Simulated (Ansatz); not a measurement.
# C₃H₄OSi (SMILES C=C=C1O[SiH2]1): what the fields show

Input

```
crystal:
  periodic: [false, false, false]
  atoms:
    - {symbol: C, position_ang: [0.971154, 1.565532, -1.375928]}
    - {symbol: C, position_ang: [0.341296, 0.679565, -0.657546]}
    - {symbol: C, position_ang: [-0.231625, -0.200397, 0.089244]}
    - {symbol: O, position_ang: [-1.517253, -0.811963, 0.021449]}
    - {symbol: Si, position_ang: [-0.646096, -1.391827, 1.338454]}
    - {symbol: H, position_ang: [0.890114, 2.628194, -1.164845]}
    - {symbol: H, position_ang: [1.592520, 1.274206, -2.218204]}
    - {symbol: H, position_ang: [-0.189942, -2.795355, 1.270826]}
    - {symbol: H, position_ang: [-1.121668, -0.994254, 2.679451]}
basis:
  gaussian: {orbitals: def2-TZVPP}
hamiltonian: {xc: pbe0, dispersion: d4}
output: {orbitals: {seedname: orbitals}}
```

Launched as:

```sh
ansatz run in.yaml --threads 2 --pin off --events-out ev --progress --plain --max-ram 4352MiB
```

Geometry: PBE0-D4/def2-TZVP.

These are results of RKS PBE0-D4/def2-TZVPP (Ansatz 0.2.0), not measurements.

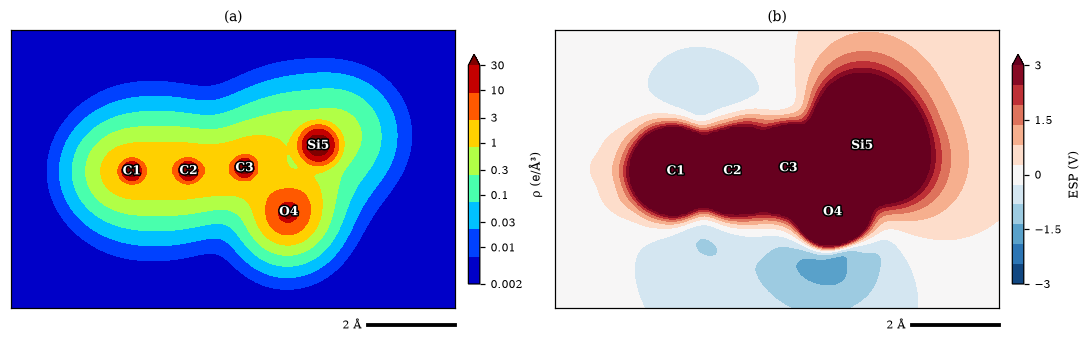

Figure 1. (a) electron density; (b) molecular electrostatic potential on the plane of atoms O4, C3 and Si5.

> Describe what can be read from this map.

The plane passes through C, O and Si nuclei.
C–C (1.29 Å): ρ at the midpoint is about 2.5 e/Å³.
C–O (1.43 Å): the density is about 2 e/Å³ at the midpoint, with its minimum of 1.7 e/Å³ about 0.5 Å from C.
Si–O (1.68 Å): the density is about 1.1 e/Å³ at the midpoint.
C–Si (1.78 Å): the density is about 0.95 e/Å³ at the midpoint.
Outside the dense part of the molecule the potential is most negative (−1.6 V) near O4.

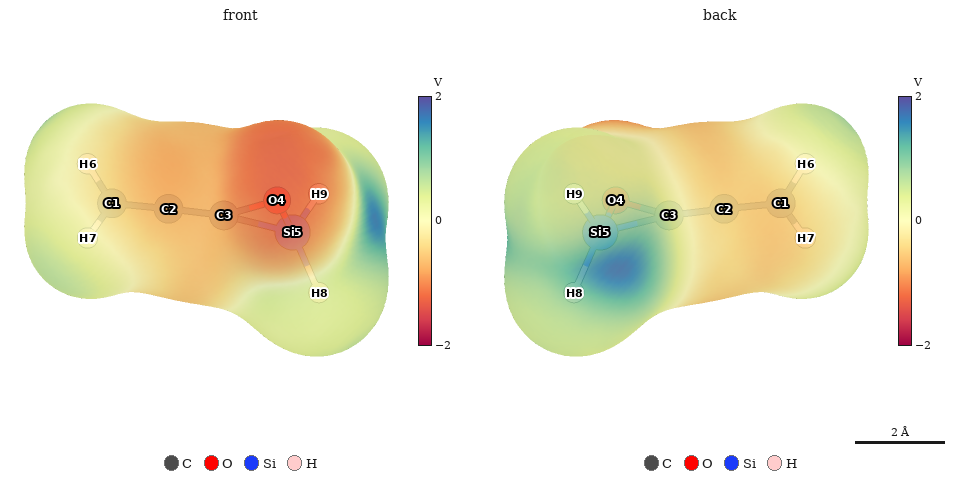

Figure 2. The molecular electrostatic potential painted on the density surface at 0.001 e/bohr³, seen from the front and from behind; red is negative and blue positive.

> Which sites attract a positive test charge, and which a negative one?

A positive charge is drawn to the negative regions and a negative charge to the positive ones. The most negative region (about −1.3 V) lies over O4, the most positive (about +1.6 V) over Si5. O4 is the likeliest acceptor of a hydrogen bond.

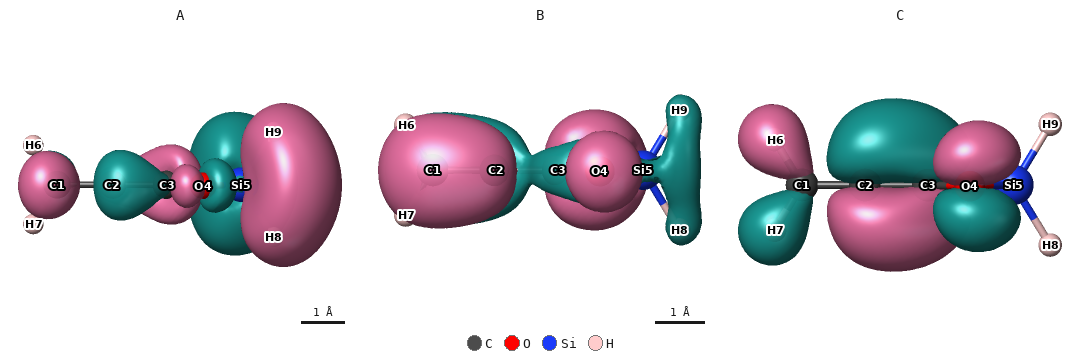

Figure 3. Three frontier orbitals at ±0.08 Å⁻³ᐟ² (teal and pink are the two phases), in no order.

> Which picture is the HOMO−1, the HOMO and the LUMO?

B is the HOMO−1 (−7.36 eV). By Hirshfeld shares it lies mainly on C1 (about 35 %), C2 (about 20 %), C3 (about 15 %), O4 (about 15 %) and Si5 (about 15 %). C is the HOMO (−6.79 eV). By Hirshfeld shares it lies mainly on C2 (about 30 %), C3 (about 25 %), O4 (about 25 %) and C1 (about 5 %). A is the LUMO (−1.06 eV). By Hirshfeld shares it lies mainly on Si5 (about 60 %), C3 (about 10 %), H8 (about 5 %), H9 (about 5 %) and C1 (about 5 %).

> What is the HOMO–LUMO gap?

5.73 eV between the orbital energies.

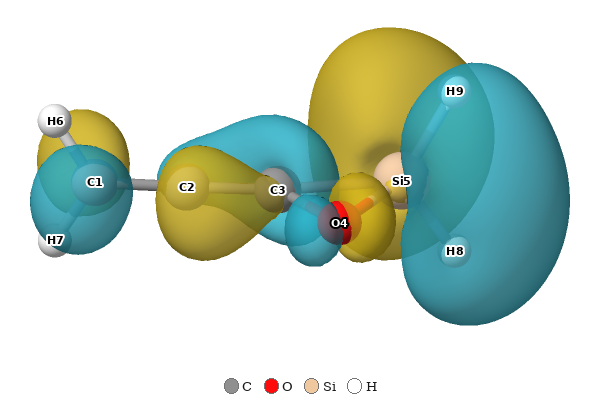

Figure 4. One frontier orbital at ±0.08 Å⁻³ᐟ² (yellow and cyan are the two phases), seen at a tilt.

> Which orbital is it: HOMO or LUMO?

The LUMO, at −1.06 eV. It lies mainly on Si5 (about 60 %), C3 (about 10 %), H8 (about 5 %), H9 (about 5 %) and C1 (about 5 %).
